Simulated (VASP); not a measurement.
Band structure of PtSe (relaxed from the wurtzite structure, space group P6_3mc). Calculation: PBEsol GGA, VASP's PBE PAW potentials (set 64) (plane waves; VASP).

Unless said otherwise, spin-orbit coupling is left out, though it shifts the bands of the heavy elements here.

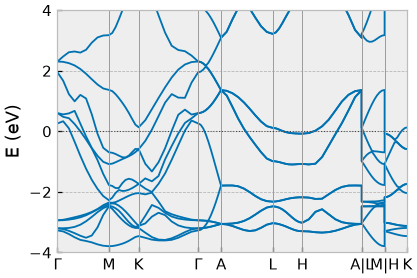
Bands along high-symmetry lines, zero at the valence-band maximum or, without a gap, the Fermi level

### Question
Read the plot: is there a gap, and where are the band edges?

### Answer
It has no gap at this level: it comes out as a metal or semimetal. (Edges off the drawn lines would not show.)

The structure was generated: PtSe was put into the wurtzite type (P6_3mc), which need not be its known phase. It was relaxed first, which changed the volume by -17 %.
